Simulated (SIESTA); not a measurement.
Band structure of LaMg₆Zr (Amm2, 8 atoms in the cell).

```yaml
crystal:
  lattice:
    - [5.21467, 0.00000, 0.00000]
    - [0.00000, 3.22094, 5.79811]
    - [0.00000, -3.22094, 5.79811]
  atoms:
    - { symbol: La, position: [0.50000, 0.66691, 0.66691] }
    - { symbol: Mg, position: [0.50000, 0.66800, 0.16730] }
    - { symbol: Mg, position: [0.50000, 0.16730, 0.66800] }
    - { symbol: Mg, position: [0.00000, 0.84418, 0.32100] }
    - { symbol: Mg, position: [0.00000, 0.32100, 0.84418] }
    - { symbol: Mg, position: [0.00000, 0.33015, 0.33015] }
    - { symbol: Mg, position: [0.00000, 0.84009, 0.84009] }
    - { symbol: Zr, position: [0.50000, 0.16236, 0.16236] }
```

Method: GGA PBEsol, numerical atomic orbitals DZP, PseudoDojo PBEsol standard norm-conserving potentials (rewritten from UPF to PSML) (SIESTA).

Settings: XC.functional = GGA; XC.authors = PBEsol; potentials = PseudoDojo PBEsol standard; PAO.BasisSize = DZP; PAO.EnergyShift = 0.01 Ry; MeshCutoff = 400 Ry; kgrid.MonkhorstPack = 3 3 3; OccupationFunction = MP; OccupationMPOrder = 0; ElectronicTemperature = 0.2 eV; MaxSCFIterations = 150; SCF.Mixer.Method = Pulay; SCF.Mixer.Weight = 0.2; SCF.Mixer.History = 6.

The starting cell comes from a database of computed structures (which also holds hypothetical and non-ambient phases and stackings), without a prior relaxation at this level. Its lattice was rescaled by a random factor within 2.5 % of one. Values carry the incompleteness of an atom-centred basis.

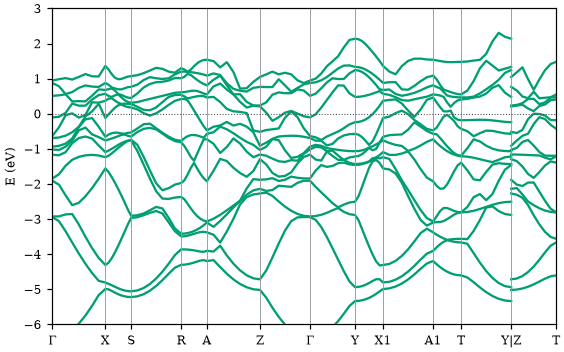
Figure: Bands along the path, energies from the Fermi level.

Levels in eV from the Fermi level, bands 38 to 43:
| point | 38 | 39 | 40 | 41 | 42 | 43 |
|---|---|---|---|---|---|---|
| Γ | -1.17 | -1.02 | -0.94 | -0.69 | -0.63 | -0.10 |
| X | -1.09 | -0.76 | -0.66 | -0.12 | 0.37 | 0.57 |
| S | -0.74 | -0.65 | -0.53 | 0.18 | 0.28 | 0.31 |
| R | -1.97 | -0.81 | -0.77 | 0.42 | 0.54 | 0.61 |
| A | -1.92 | -0.73 | -0.57 | -0.47 | 0.46 | 0.55 |
| Z | -1.29 | -1.16 | -1.03 | -0.91 | -0.52 | 0.21 |
| Y | -1.43 | -1.22 | -1.07 | -0.57 | -0.24 | 0.48 |
| X1 | -1.09 | -0.76 | -0.66 | -0.12 | 0.37 | 0.57 |
| A1 | -1.92 | -0.73 | -0.57 | -0.47 | 0.46 | 0.55 |
| T | -1.39 | -1.21 | -1.20 | -0.43 | -0.18 | 0.41 |

Bands cross the Fermi level along this path, so the cell is metallic at this level.

Higher empty bands are left out: an atom-centred basis made for the valence describes them poorly.
